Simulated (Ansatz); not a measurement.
CsMoPd

Input file:

```
crystal:
  lattice:
    - [3.6128515094, 0.0, 0.0]
    - [0.0, 3.6128515094, 0.0]
    - [0.0, 0.0, 13.25482222]
  atoms:
    - { symbol: Cs, position: [0.5, 0.0, 0.2284839224] }
    - { symbol: Cs, position: [0.0, 0.5, 0.7715160776] }
    - { symbol: Mo, position: [0.5, 0.0, 0.5074189248] }
    - { symbol: Mo, position: [0.0, 0.5, 0.4925810752] }
    - { symbol: Pd, position: [0.0, 0.0, 0.0] }
    - { symbol: Pd, position: [0.5, 0.5, 0.0] }
basis:
  ecutwfc: 420
kpoints:
  mp_grid: { grid: [10, 10, 4] }
hamiltonian:
  xc: pbe
scf:
  occupations: { method: gaussian, width: 0.1 }
output:
  forces: true
  stress: true
  eigenvalues: true
  write_density: true
  write_potential: true
  elf: true
  volumetric_format: npy
relax:
  adjacent_minimum: "off"
  f_tol: 0.01
  max_steps: 80
  cell: { stress_tol: 0.05 }
```

Launched as:

```sh
ansatz run input.yaml --threads 1 --pin off --max-ram 2560MiB --backend cpu --events-out ev --progress --plain --runs-dir out
```

Below, planes, directions and counts refer to the conventional cell (a = 3.61 Å, b = 3.61 Å, c = 13.30 Å, α = 90.00°, β = 90.00°, γ = 90.00°).

The fields are those of the run's last geometry, not of the input's.

Space group P4/nmm; started from the matlockite_129 prototype, which need not be the ambient phase; computed without spin polarisation.

Theory: Ansatz, DFT PBE, scalar-relativistic, plane waves, PAW.

### What can the converged valence pseudo-density and electron localisation function tell about the bonding?

Cs–Pd (3.52 Å): ρ at the midpoint is about 0.09 e/Å³; the ELF is about 0.10 at the midpoint: no shared electron pair shows on this line.
Cs–Cs (3.61 Å): ρ is about 0.07 e/Å³ halfway; the ELF is about 0.05 at the midpoint; no shared electron pair shows on this line.
Cs–Mo (3.76 Å): ρ is about 0.07 e/Å³ halfway; the ELF is about 0.10 at the midpoint: no localised pair shows between them.

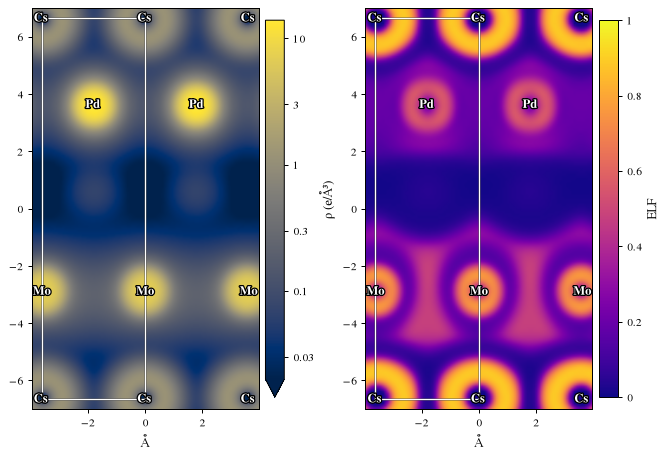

Computed valence pseudo-density and electron localisation function on the (100) plane of the conventional cell, in this order. 

Core electrons are frozen (PAW), and the valence fields are smoothed inside the atomic spheres.
